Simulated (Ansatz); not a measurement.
# BSiHO (singlet): wave-function methods side by side, cc-pVDZ

Aim: climb from Hartree-Fock through coupled cluster and multireference methods for BSiHO (singlet) at one geometry and basis, and see what each rung misses.

Computed with Ansatz 0.2.0, Gaussian basis. Level: cc-pVDZ, core rule «outside noble gas», up to 7 orbitals frozen.

To be run: UHF; CCSD(T) on RHF; CCSD(T) on UHF; BCCD(T) on RHF; CISD; CCSDT(Q) on RHF; CCSDT(Q) on UHF; CASSCF and MRCISD+Q, 8 electrons in 8 orbitals; CASSCF and NEVPT2, 8 electrons in 8 orbitals.

14 further runs of the same task are left out: 6 that didn't finish, 8 set aside as unsound or not needed. Runs told in other sessions of the task aren't counted.

## 1. The geometry

The geometry is a PBE0/def2-TZVP stationary point (not a proven minimum).

4 atoms, charge 0, spin multiplicity 1.

Atoms are counted from 1 here; the program's logs count them from 0.

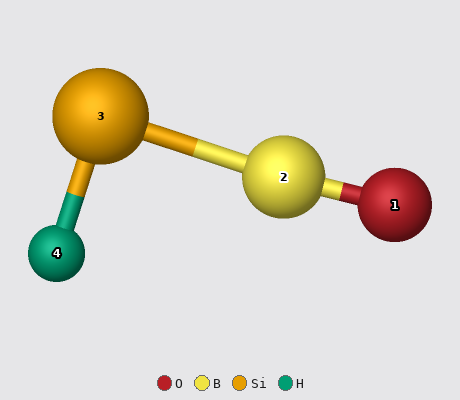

The geometry (oxygen red, boron yellow, silicon amber, hydrogen teal); atoms are numbered from 1 in the order of the file.

In the tables R marks a restricted determinant and U an unrestricted one; 'frontier' is the active space of 8 electrons in 8 orbitals; energies count from the table's Hartree-Fock row.

## 2. UHF

in.yaml

```yaml
crystal:
  periodic: [false, false, false]
  atoms:
    - {symbol: O, position_ang: [0.000000, 0.023096, 1.916557]}
    - {symbol: B, position_ang: [0.000000, 0.040635, 0.711413]}
    - {symbol: Si, position_ang: [0.000000, -0.080455, -1.315687]}
    - {symbol: H, position_ang: [0.000000, 1.439380, -1.392054]}
basis:
  gaussian: {orbitals: cc-pVDZ}
magnetization: {spin_polarized: true, initial_magnetization: 0}
hamiltonian: {xc: hf}
output: {orbitals: {seedname: orbitals}}
```

Started as:

```console
ansatz run in.yaml --threads 1 --pin off --events-out ev --progress --plain --max-ram 2393MiB
```

What it wrote:

```text
Functional definition: HF
  name "HF"
  cite "Fock, Z. Phys. 61, 126 (1930) doi:10.1007/BF01340294"
  parent pbe
  exchange = exact_x
  correlation = 0
488 factors; integrals over basis functions are off by at most 1.2e-3 eV
mean field evaluation 1: about -10582.1764 eV, gradient 3.0e1 eV
mean field evaluation 2: about -10582.2344 eV, gradient 3.0e1 eV
mean field evaluation 4: about -10586.5537 eV, gradient 2.1e0 eV
mean field evaluation 8: about -10586.6169 eV, gradient 1.3e-1 eV
mean field evaluation 16: about -10586.6775 eV, gradient 4.7e-1 eV
mean field evaluation 32: about -10586.6172 eV, gradient 5.5e-5 eV
mean field evaluation 64: about -10581.5192 eV, gradient 1.2e1 eV
mean field -10586.71650042 eV, -389.0546554564 hartree, gradient 7.9e-5 eV, S^2 0.403723; 3 other end points of the search recorded, 0 dependent functions left out
reference -10586.71650042 eV, -389.0546554564 hartree; 14, 14 occupied and 37, 37 virtual orbitals, 488 factors
Total energy: -10586.71650042 eV, -389.0546554564 hartree
```

It took 0.93 s on 1 thread of Arm Neoverse V1, shared host.

From the report: ⟨S²⟩ of the determinant 0.404 (pure singlet: 0.00).

The unrestricted solution breaks the spin symmetry, so the restricted determinant is unstable here.

## 3. CCSD(T) on RHF

Changes to in.yaml since step 2:

```diff
@@ -9,4 +9,3 @@
   gaussian: {orbitals: cc-pVDZ}
-magnetization: {spin_polarized: true, initial_magnetization: 0}
-hamiltonian: {xc: hf}
-output: {orbitals: {seedname: orbitals}}
+magnetization: {spin_polarized: false}
+correlation: {method: ccsd_t, electrons: outside_noble_gas}
```

Same command.

What it wrote (excerpt; [...] marks lines left out):

```text
Functional definition: HF
  name "HF"
  cite "Fock, Z. Phys. 61, 126 (1930) doi:10.1007/BF01340294"
  parent pbe
[...]
488 factors; integrals over basis functions are off by at most 1.2e-3 eV
[...]
mean field -10586.61718106 eV, -389.0510055373 hartree, gradient 1.4e-6 eV, S^2 0.000000; 0 other end points of the search recorded, 0 dependent functions left out; unrestricted orbitals would lower it
7 core orbitals not correlated: weight in the atoms' cores, before any rotation towards them, 1.000 or more for the frozen orbitals, at most 0.000 for the correlated occupied ones
reference -10586.61718106 eV, -389.0510055373 hartree; 7, 7 occupied and 37, 37 virtual orbitals, 488 factors
second order -9.23188923 eV of doubles, -0.00000000 eV of singles
cycle   1  -9.37417527 eV  change   -1.4e-1 eV  update   1.2e-1
[...]
cycle  12  -9.92194213 eV  change   -8.6e-6 eV  update   5.7e-6
perturbative correction -0.35758703 eV, -0.0131410812 hartree
Total energy: -10596.89671023 eV, -389.4287712662 hartree
```

It took 0.72 s on 1 thread of Arm Neoverse V1, shared host.

From the report: correlation -10.2795 eV; T1 0.023; largest double amplitude 0.10.

## 4. CCSD(T) on UHF

Changes to in.yaml since step 3:

```diff
@@ -9,3 +9,3 @@
   gaussian: {orbitals: cc-pVDZ}
-magnetization: {spin_polarized: false}
+magnetization: {spin_polarized: true, initial_magnetization: 0}
 correlation: {method: ccsd_t, electrons: outside_noble_gas}
```

The command is unchanged.

What it wrote (excerpt; [...] marks lines left out):

```text
Functional definition: HF
  name "HF"
  cite "Fock, Z. Phys. 61, 126 (1930) doi:10.1007/BF01340294"
  parent pbe
[...]
488 factors; integrals over basis functions are off by at most 1.2e-3 eV
[...]
mean field -10586.71650042 eV, -389.0546554564 hartree, gradient 2.6e-6 eV, S^2 0.403717; 8 other end points of the search recorded, 0 dependent functions left out
determinant -10586.71650042 eV, -389.0546554564 hartree, with singles and doubles -10596.43314506 eV, -389.4117355607 hartree
determinant -10585.28901769 eV, -389.0021964336 hartree, with singles and doubles -10594.91601751 eV, -389.3559821514 hartree
determinant -10586.61718106 eV, -389.0510055373 hartree, with singles and doubles -10596.53784944 eV, -389.4155833756 hartree
7 core orbitals not correlated: weight in the atoms' cores, before any rotation towards them, 1.000 or more for the frozen orbitals, at most 0.000 for the correlated occupied ones
reference -10586.71650042 eV, -389.0546554564 hartree; 7, 7 occupied and 37, 37 virtual orbitals, 488 factors
second order -8.98284846 eV of doubles, -0.00000000 eV of singles
cycle   1  -9.73090800 eV  change   -1.4e-2 eV  update   1.6e-2
[...]
cycle  12  -9.81079298 eV  change   -1.1e-5 eV  update   5.3e-6
perturbative correction -0.36179197 eV, -0.0132956097 hartree
Total energy: -10596.88908538 eV, -389.4284910581 hartree
```

Run time: 5.5 s. Hardware: 1 thread of Arm Neoverse V1, shared host.

From the report: ⟨S²⟩ of the determinant 0.404 (pure singlet: 0.00); correlation -10.1726 eV; T1 0.075; largest double amplitude 0.11.

## 5. BCCD(T) on RHF

Changes to in.yaml since step 4:

```diff
@@ -9,3 +9,3 @@
   gaussian: {orbitals: cc-pVDZ}
-magnetization: {spin_polarized: true, initial_magnetization: 0}
-correlation: {method: ccsd_t, electrons: outside_noble_gas}
+magnetization: {spin_polarized: false}
+correlation: {method: bccd_t, electrons: outside_noble_gas}
```

Launched as before.

What it wrote (excerpt; [...] marks lines left out):

```text
Functional definition: HF
  name "HF"
  cite "Fock, Z. Phys. 61, 126 (1930) doi:10.1007/BF01340294"
  parent pbe
[...]
488 factors; integrals over basis functions are off by at most 1.2e-3 eV
[...]
mean field -10586.61718106 eV, -389.0510055373 hartree, gradient 1.4e-6 eV, S^2 0.000000; 0 other end points of the search recorded, 0 dependent functions left out; unrestricted orbitals would lower it
7 core orbitals not correlated: weight in the atoms' cores, before any rotation towards them, 1.000 or more for the frozen orbitals, at most 0.000 for the correlated occupied ones
reference -10586.61718106 eV, -389.0510055373 hartree; 7, 7 occupied and 37, 37 virtual orbitals, 488 factors
second order -9.23188923 eV of doubles, -0.00000000 eV of singles
cycle   1  -9.35134566 eV  change   -1.2e-1 eV  update   1.2e-1
[...]
cycle  11  -9.87824235 eV  change    1.4e-5 eV  update   1.3e-5
perturbative correction -0.40437975 eV, -0.0148606817 hartree
Total energy: -10596.89980316 eV, -389.4288849295 hartree
```

It took 0.93 s on 1 thread of Arm Neoverse V1, shared host.

From the report: correlation -10.2826 eV; largest double amplitude 0.10.

## 6. CISD

Changes to in.yaml since step 5:

```diff
@@ -9,3 +9,2 @@
   gaussian: {orbitals: cc-pVDZ}
-magnetization: {spin_polarized: false}
-correlation: {method: bccd_t, electrons: outside_noble_gas}
+correlation: {active_space: {ras: {orbitals: [7, 0, 37], electrons: 14, max_holes: 2, max_particles: 2}, fixed_orbitals: true}}
```

Launched as before.

What it wrote:

```text
Functional definition: HF
  name "HF"
  cite "Fock, Z. Phys. 61, 126 (1930) doi:10.1007/BF01340294"
  parent pbe
  exchange = exact_x
  correlation = 0
488 factors; integrals over basis functions are off by at most 1.2e-3 eV
mean field evaluation 1: about -10582.2363 eV, gradient 4.2e1 eV
mean field evaluation 2: about -10582.2393 eV, gradient 4.2e1 eV
mean field evaluation 4: about -10586.5636 eV, gradient 2.9e0 eV
mean field evaluation 8: about -10586.6172 eV, gradient 1.9e-4 eV
mean field -10586.61718106 eV, -389.0510055373 hartree, gradient 1.4e-6 eV, S^2 0.000000; 0 other end points of the search recorded, 0 dependent functions left out
reference -10586.61718106 eV, -389.0510055373 hartree; 14, 14 occupied and 37, 37 virtual orbitals, 488 factors
state -10595.45796963 eV, -389.3758985247 hartree
Total energy: -10595.45796963 eV, -389.3758985247 hartree
```

Run time: 1.5 s. Hardware: 1 thread of Arm Neoverse V1, shared host.

From the report: 50,558 determinants.

## 7. CCSDT(Q) on RHF

Changes to in.yaml since step 6:

```diff
@@ -9,2 +9,3 @@
   gaussian: {orbitals: cc-pVDZ}
-correlation: {active_space: {ras: {orbitals: [7, 0, 37], electrons: 14, max_holes: 2, max_particles: 2}, fixed_orbitals: true}}
+magnetization: {spin_polarized: false}
+correlation: {method: ccsdt_q, electrons: outside_noble_gas}
```

Launched as before.

What it wrote (excerpt; [...] marks lines left out):

```text
Functional definition: HF
  name "HF"
  cite "Fock, Z. Phys. 61, 126 (1930) doi:10.1007/BF01340294"
  parent pbe
[...]
920 factors; integrals over basis functions are off by at most 1.8e-7 eV
[...]
mean field -10586.61723874 eV, -389.0510076568 hartree, gradient 1.4e-6 eV, S^2 0.000000; 0 other end points of the search recorded, 0 dependent functions left out; unrestricted orbitals would lower it
7 core orbitals not correlated: weight in the atoms' cores, before any rotation towards them, 1.000 or more for the frozen orbitals, at most 0.000 for the correlated occupied ones
reference -10586.61723874 eV, -389.0510076568 hartree; 7, 7 occupied and 37, 37 virtual orbitals, 920 factors
second order -9.23192925 eV of doubles, -0.00000000 eV of singles
cycle   1  -9.37418496 eV  change   -1.4e-1 eV  update   1.4e-1
[...]
cycle  19  -10.30959498 eV  change   -1.8e-7 eV  update   1.2e-6
perturbative correction -0.03759910 eV, -0.0013817415 hartree
Total energy: -10596.96443282 eV, -389.4312600258 hartree
```

It took 19 s on 1 thread of Arm Neoverse V1, shared host; peak memory 0.29 GiB.

From the report: correlation -10.3472 eV; T1 0.022; largest double amplitude 0.11.

## 8. CCSDT(Q) on UHF

Changes to in.yaml since step 7:

```diff
@@ -9,3 +9,3 @@
   gaussian: {orbitals: cc-pVDZ}
-magnetization: {spin_polarized: false}
+magnetization: {spin_polarized: true, initial_magnetization: 0}
 correlation: {method: ccsdt_q, electrons: outside_noble_gas}
```

The command is unchanged.

What it wrote (excerpt; [...] marks lines left out):

```text
Functional definition: HF
  name "HF"
  cite "Fock, Z. Phys. 61, 126 (1930) doi:10.1007/BF01340294"
  parent pbe
[...]
920 factors; integrals over basis functions are off by at most 1.8e-7 eV
[...]
mean field -10586.71656121 eV, -389.0546576902 hartree, gradient 2.5e-6 eV, S^2 0.403721; 8 other end points of the search recorded, 0 dependent functions left out
determinant -10586.71656121 eV, -389.0546576902 hartree, with singles and doubles -10596.43320899 eV, -389.4117379101 hartree
determinant -10585.28908021 eV, -389.0021987309 hartree, with singles and doubles -10594.91607614 eV, -389.3559843060 hartree
determinant -10586.61723874 eV, -389.0510076568 hartree, with singles and doubles -10596.53791434 eV, -389.4155857606 hartree
7 core orbitals not correlated: weight in the atoms' cores, before any rotation towards them, 1.000 or more for the frozen orbitals, at most 0.000 for the correlated occupied ones
reference -10586.71656121 eV, -389.0546576902 hartree; 7, 7 occupied and 37, 37 virtual orbitals, 920 factors
second order -8.98287901 eV of doubles, -0.00000000 eV of singles
cycle   1  -9.09339804 eV  change   -1.1e-1 eV  update   1.3e-1
[...]
cycle  27  -10.20881447 eV  change    6.9e-7 eV  update   4.4e-7
perturbative correction -0.03912496 eV, -0.0014378158 hartree
Total energy: -10596.96450064 eV, -389.4312625179 hartree
```

Run time: 3.3 min. Hardware: 1 thread of Arm Neoverse V1, shared host; peak memory 0.79 GiB.

From the report: ⟨S²⟩ of the determinant 0.404 (pure singlet: 0.00); correlation -10.2479 eV; T1 0.081; largest double amplitude 0.13.

## 9. CASSCF and MRCISD+Q, 8 electrons in 8 orbitals

Changes to in.yaml since step 8:

```diff
@@ -9,3 +9,2 @@
   gaussian: {orbitals: cc-pVDZ}
-magnetization: {spin_polarized: true, initial_magnetization: 0}
-correlation: {method: ccsdt_q, electrons: outside_noble_gas}
+correlation: {method: fic_mrcisd_q, electrons: outside_noble_gas, active_space: {window: {electrons: 8, orbitals: 8}}}
```

Same command.

What it wrote (excerpt; [...] marks lines left out):

```text
Functional definition: HF
  name "HF"
  cite "Fock, Z. Phys. 61, 126 (1930) doi:10.1007/BF01340294"
  parent pbe
[...]
488 factors; integrals over basis functions are off by at most 1.2e-3 eV
[...]
mean field -10586.61718106 eV, -389.0510055373 hartree, gradient 1.4e-6 eV, S^2 0.000000; 0 other end points of the search recorded, 0 dependent functions left out; unrestricted orbitals would lower it
reference -10586.61718106 eV, -389.0510055373 hartree; 14, 14 occupied and 37, 37 virtual orbitals, 488 factors
state -10590.12809620 eV, -389.1800292886 hartree
contracted CI cycle   1: correlation 0.00000000 eV, 0.0000000000 hartree, residual 2.38e1 eV
contracted CI cycle   2: correlation -5.84731101 eV, -0.2148847161 hartree, residual 4.40e0 eV
contracted CI cycle   3: correlation -6.09900312 eV, -0.2241342307 hartree, residual 1.41e0 eV
[...]
contracted CI cycle   4: correlation -6.87257480 eV, -0.2525624655 hartree, residual 4.99e-1 eV
contracted CI cycle   5: correlation -6.87641816 eV, -0.2527037063 hartree, residual 2.18e-1 eV
contracted CI cycle   6: correlation -6.87712412 eV, -0.2527296498 hartree, residual 9.88e-2 eV
contracted CI cycle   7: correlation -6.87728180 eV, -0.2527354444 hartree, residual 4.61e-2 eV
contracted CI cycle   8: correlation -6.87731936 eV, -0.2527368250 hartree, residual 2.18e-2 eV
contracted CI cycle   9: correlation -6.87732728 eV, -0.2527371158 hartree, residual 9.24e-3 eV
contracted CI cycle  10: correlation -6.87732853 eV, -0.2527371620 hartree, residual 3.50e-3 eV
contracted CI cycle  11: correlation -6.87732870 eV, -0.2527371679 hartree, residual 1.28e-3 eV
state -10589.26542249 eV, -389.1483266145 hartree; corrected -10596.84970405 eV, -389.4270438210 hartree
state -10590.12809620 eV, -389.1800292886 hartree; corrected -10596.88634536 eV, -389.4283903646 hartree
Total energy: -10596.88634536 eV, -389.4283903646 hartree
```

Wall time 22 s (1 thread of Arm Neoverse V1, shared host); peak memory 0.26 GiB.

From the report: 2,500 determinants; active occupations 1.98, 1.98, 1.96, 1.96, 0.04, 0.04, 0.02, 0.02.

## 10. CASSCF and NEVPT2, 8 electrons in 8 orbitals

Changes to in.yaml since step 9:

```diff
@@ -9,2 +9,2 @@
   gaussian: {orbitals: cc-pVDZ}
-correlation: {method: fic_mrcisd_q, electrons: outside_noble_gas, active_space: {window: {electrons: 8, orbitals: 8}}}
+correlation: {method: sc_nevpt2, electrons: outside_noble_gas, active_space: {window: {electrons: 8, orbitals: 8}}}
```

Launched as before.

What it wrote (excerpt; [...] marks lines left out):

```text
Functional definition: HF
  name "HF"
  cite "Fock, Z. Phys. 61, 126 (1930) doi:10.1007/BF01340294"
  parent pbe
[...]
488 factors; integrals over basis functions are off by at most 1.2e-3 eV
[...]
mean field -10586.61718106 eV, -389.0510055373 hartree, gradient 1.4e-6 eV, S^2 0.000000; 0 other end points of the search recorded, 0 dependent functions left out; unrestricted orbitals would lower it
reference -10586.61718106 eV, -389.0510055373 hartree; 14, 14 occupied and 37, 37 virtual orbitals, 488 factors
state -10590.12809620 eV, -389.1800292886 hartree
state -10590.12809620 eV, -389.1800292886 hartree; corrected -10595.28408767 eV, -389.3695084804 hartree
state -10589.47293679 eV, -389.1559526243 hartree
state -10589.47293679 eV, -389.1559526243 hartree; corrected -10595.67642125 eV, -389.3839264735 hartree
state -10589.47293679 eV, -389.1559526243 hartree; corrected -10595.67642125 eV, -389.3839264735 hartree
state -10589.26542249 eV, -389.1483266145 hartree
state -10589.26542249 eV, -389.1483266145 hartree; corrected -10595.60038029 eV, -389.3811320199 hartree
state -10589.47293679 eV, -389.1559526243 hartree; corrected -10595.67642125 eV, -389.3839264735 hartree
WARN: the results are in doubt because another end's mean lies 0.655 eV lower, and its corrected mean 0.392 eV higher
Total energy: -10595.67642125 eV, -389.3839264735 hartree
In doubt: another end's mean lies 0.655 eV lower, and its corrected mean 0.392 eV higher
```

Wall time 17 s (1 thread of Arm Neoverse V1, shared host).

From the report: 2,450 determinants; active occupations 1.98, 1.96, 1.95, 1.91, 0.09, 0.05, 0.04, 0.02. Mind the lines of doubt at the end of the log.

## 11. The ladder

The yardstick is RCCSDT(Q), where the cluster series has nearly closed. Rows without a time are mean-field rows or come out of runs for another level: lower rungs of the coupled-cluster runs, CASSCF and MRCISD of the multireference runs, or the Hartree-Fock search.

Differences are taken before rounding.

```csv
method,energy from the lowest RHF (kcal/mol),from RCCSDT(Q) (kcal/mol),time
RHF,0.00,+238.61,
UHF,-2.29,+236.32,
RMP2,-212.89,+25.72,
UMP2,-209.44,+29.17,
CISD,-203.87,+34.74,1.5 s
RCCSD,-228.81,+9.81,
UCCSD,-228.53,+10.08,
RCCSD(T),-237.05,+1.56,0.72 s
UCCSD(T),-236.88,+1.74,5.5 s
BCCD(T),-237.12,+1.49,0.93 s
RCCSDT,-237.75,+0.87,
UCCSDT,-237.71,+0.90,
RCCSDT(Q),-238.61,0,19 s
UCCSDT(Q),-238.61,0.00,3.3 min
CASSCF frontier,-80.96,+157.65,
MRCISD frontier,-222.39,+16.22,
MRCISD+Q frontier,-236.81,+1.80,22 s
```

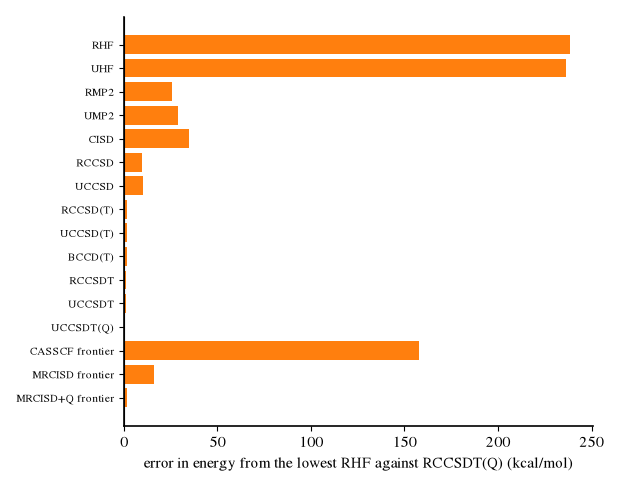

How far each level lands from RCCSDT(Q).

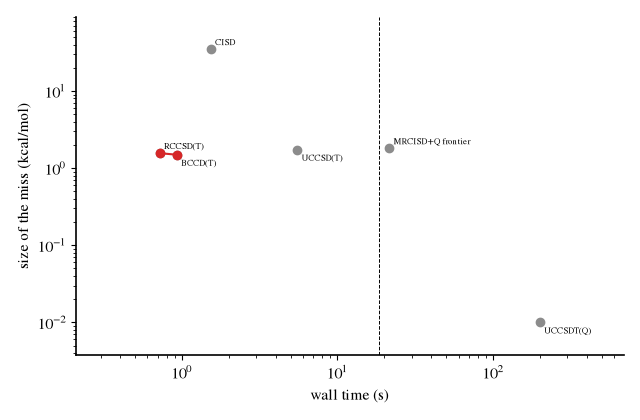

Accuracy for the time spent; red marks the levels that beat every quicker one drawn (of those quicker than the yardstick), and the dashed line is the time of RCCSDT(Q). Misses under 0.01 kcal/mol are drawn at that value. Times are from a shared host.

Not comparable, so not listed: CASSCF and NEVPT2, 8 electrons in 8 orbitals (they don't share determinant, frozen orbitals or solution with the rows shown, or repeat one).

With the free atoms at the same levels and basis (separate runs), the atomisation energy is 14.056 eV at RCCSDT(Q), 14.015 eV at RCCSD(T), 14.008 eV at UCCSD(T), 10.327 eV at RHF.

## 12. Results

```
                         quantity                      value
    RCCSDT(Q) from the RHF energy                -10.3473 eV
              RMP2 from RCCSDT(Q)            +25.72 kcal/mol
              UMP2 from RCCSDT(Q)            +29.17 kcal/mol
             RCCSD from RCCSDT(Q)             +9.81 kcal/mol
          RCCSD(T) from RCCSDT(Q)             +1.56 kcal/mol
          UCCSD(T) from RCCSDT(Q)             +1.74 kcal/mol
         UCCSDT(Q) from RCCSDT(Q)              0.00 kcal/mol
 MRCISD+Q frontier from RCCSDT(Q)             +1.80 kcal/mol
levels within 1 kcal/mol (43 meV)  RCCSDT, UCCSDT, UCCSDT(Q)
                    T1 diagnostic                      0.023
```

In words: RCCSD(T) lands +1.56 kcal/mol from the yardstick (0.7 % of the correlation energy). These misses are within one basis, not against nature.

For cost: BCCD(T) gets within 1.49 kcal/mol in 0.93 s, where RCCSDT(Q) took 19 s; the quickest level in the cost chart, RCCSD(T), takes 0.72 s and misses by 1.56 kcal/mol.
